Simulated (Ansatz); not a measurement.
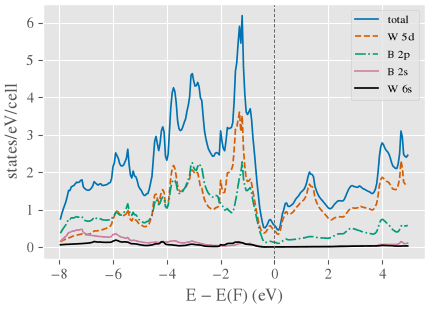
Total and projected density of states of B$_{2}$W in space group P6_3/mmc (No. 194; W on 2c, B on 4f), r²SCAN (plane waves, PAW; program Ansatz)

### Question
Which orbitals carry the states next to the Fermi level?

### Answer
Within 0.5 eV of the Fermi level: W 5d 76 %, B 2p 22 %. Projections are on Löwdin-orthogonalised atomic valence shells; empty p or d shells of many metals are not among them.

### Question
Where is the tallest occupied peak in this window, and what makes it?

### Answer
Near -1.2 eV, about 6.2 states/eV per cell; the largest projected share is W 5d.

The start of the workflow was typed in or built on a structure type; the Crystallography Open Database files this formula in space group No. 194, but the cells were not matched. Its standing as an ambient phase is unchecked. The r²SCAN relaxation kept the symmetry of its start; whether a distortion lowers the energy is not shown. The run is not spin-polarised. Scalar-relativistic: spin–orbit coupling is off unless named, which matters more the heavier the elements.

Potentials: the earlier of the program's two PAW sets.
